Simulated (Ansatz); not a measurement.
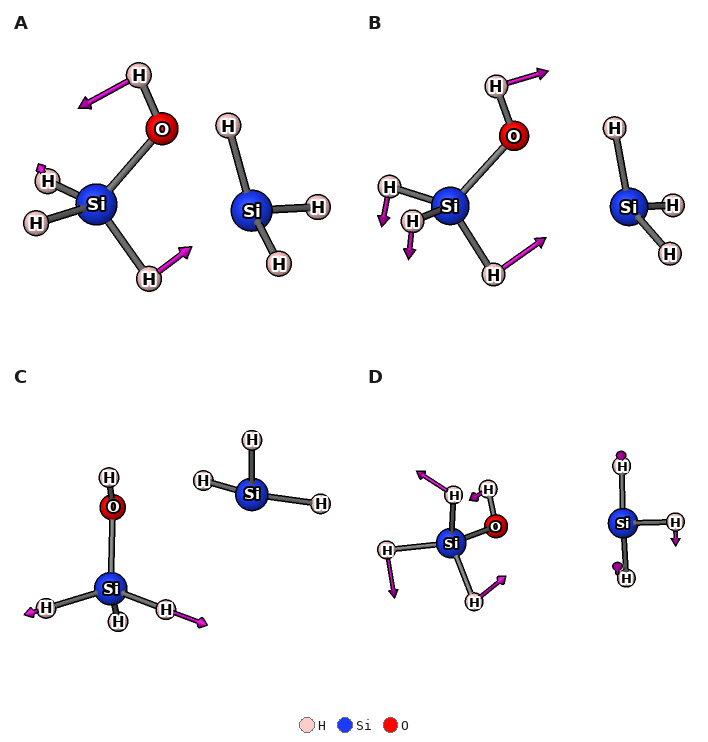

4 normal modes of one molecule or complex, as arrows. State: neutral, doublet. Harmonic vibrations computed with UKS PBE0-D4/def2-TZVP (Ansatz 0.2.0) at a stationary point of the same level.

Match the panels to the wavenumbers 86 cm⁻¹, 675 cm⁻¹, 902 cm⁻¹, 2218 cm⁻¹.

Answer. A: 902 cm⁻¹, angle bending
B: 675 cm⁻¹, H–Si–O bending
C: 2218 cm⁻¹, Si–H stretching
D: 86 cm⁻¹
